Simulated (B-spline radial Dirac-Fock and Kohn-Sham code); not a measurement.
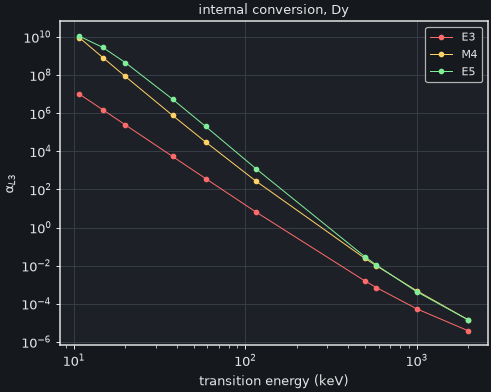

L3-subshell internal conversion coefficients against transition energy, at the marked points and joined by straight lines (also across edges). It refers to dysprosium (Z = 66). Level of theory: a Dirac–Hartree–Slater potential of the neutral atom, no hole, surface-current nucleus; calculated with a B-spline radial atomic code.

Q: How do the multipoles rank at 10.8 keV?

A: E5 (1.10 × 10¹⁰), M4 (9.14 × 10⁹), E3 (1.00 × 10⁷).

Q: Above what energy does an E3 transition emit more photons than L3-subshell conversion electrons?

A: Between 116 and 500 keV, where α drops through 1.
